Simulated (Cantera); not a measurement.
Input: 1 mol Si, 0.062 mol N₂O, 11 mol H₂, equilibrated at 100000 Pa.

Method: chemical equilibrium by Gibbs-energy minimisation in Cantera with the NASA 1993 tables (ideal gas, pure condensed phases). Candidate condensed phases: H₂O, Si, SiO₂, Si₂N₂O, Si₃N₄; 35 gas species. Mutual solubility and eutectic melting of coexisting phases are not modelled. Gases not in the tables: Si₂H₆ and higher silanes. Rates play no part.

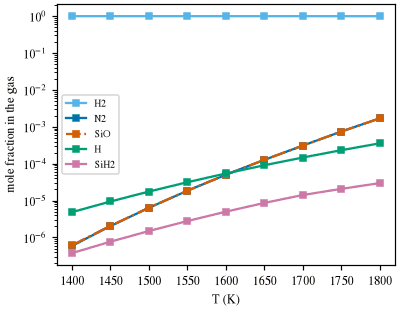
Fig. 1. Equilibrium gas composition (values under 1e-9 drawn at 1e-9)

**Question.** Read off the mole fractions at 1600 K.

**Answer.** H₂ about 1.00, H about 5.4e-5, SiO about 5.0e-5, N₂ about 5.0e-5, SiH₂ about 5.0e-6.
